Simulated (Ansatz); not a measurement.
# ClH₃OSiSn: basis-set convergence

How large a basis does ClH₃OSiSn need? Two functionals are run in growing sets.

The runs use Ansatz 0.2.0, Gaussian basis; one geometry, several basis sets.

The runs, in order: PBE0-D4/def2-SVP; ωB97M-V/def2-SVP; PBE0-D4/def2-QZVPP; ωB97M-V/def2-QZVPP; the functionals' def2-TZVPP values are taken from earlier runs.

## Step 1: Structure used throughout

The geometry comes from an earlier relaxation with PBE0-D4 in a triple-zeta def2 set; it is a stationary point, not always the lowest conformer. Sn takes the def2 core potential; no spin-orbit term is included.

SMILES `[SiH3][O][Sn][Cl]`, 7 atoms, charge 0, spin multiplicity 1.

Atoms are counted from 1 here; the program's logs count them from 0.

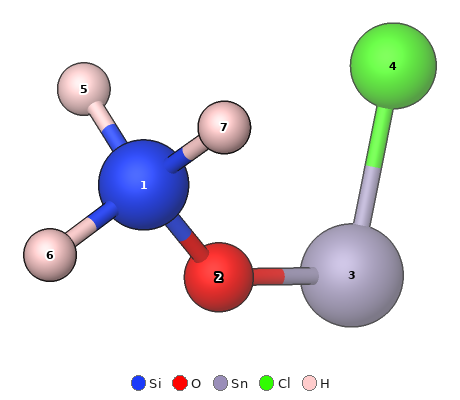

The structure; silicon blue, oxygen red, tin purple, chlorine green, hydrogen pink; atoms are numbered from 1 in the order of the file.

As a file:

```mol
ClH3OSiSn
  3D, bonds by distance, orders not assigned

  7  6  0  0  0  0  0  0  0  0999 V2000
    0.0251    0.9487    0.1319 Si  0  0
   -0.0008   -0.4281    1.0267 O   0  0
   -0.0348   -2.3765    0.7874 Sn  0  0
   -0.0282   -2.3728   -1.5918 Cl  0  0
   -1.1756    1.0417   -0.7412 H   0  0
    0.0323    2.1095    1.0610 H   0  0
    1.2431    1.0095   -0.7197 H   0  0
  1  2  8  0
  2  3  8  0
  3  4  8  0
  1  5  8  0
  1  6  8  0
  1  7  8  0
M  END
```

## Step 2: PBE0-D4 in def2-SVP

Contents of in.yaml:

```yaml
crystal:
  periodic: [false, false, false]
  atoms:
    - {symbol: Si, position_ang: [0.025077, 0.948685, 0.131943]}
    - {symbol: O, position_ang: [-0.000807, -0.428090, 1.026735]}
    - {symbol: Sn, position_ang: [-0.034821, -2.376510, 0.787382]}
    - {symbol: Cl, position_ang: [-0.028191, -2.372791, -1.591850]}
    - {symbol: H, position_ang: [-1.175555, 1.041667, -0.741219]}
    - {symbol: H, position_ang: [0.032286, 2.109484, 1.061034]}
    - {symbol: H, position_ang: [1.243111, 1.009454, -0.719726]}
basis:
  gaussian: {orbitals: def2-SVP}
hamiltonian: {xc: pbe0, dispersion: d4}
output: {orbitals: {seedname: orbitals}}
```

Further steps of the session: ωB97M-V in def2-SVP; PBE0-D4 in def2-QZVPP; ωB97M-V in def2-QZVPP.

Before running them: what should the planned runs give, taken together? Wanted: PBE0-D4: double and triple zeta above quadruple; ωB97M-V: double and triple zeta above quadruple.

As calculated:

| quantity | value |
| --- | --- |
| PBE0-D4: double and triple zeta above quadruple | 10.94, 0.83 eV |
| ωB97M-V: double and triple zeta above quadruple | 10.95, 0.78 eV |

For PBE0-D4 the step from double to triple zeta gains 10.11 eV and the next only 0.83 eV. Total energies overstate the basis error of differences, where much of it tends to cancel.
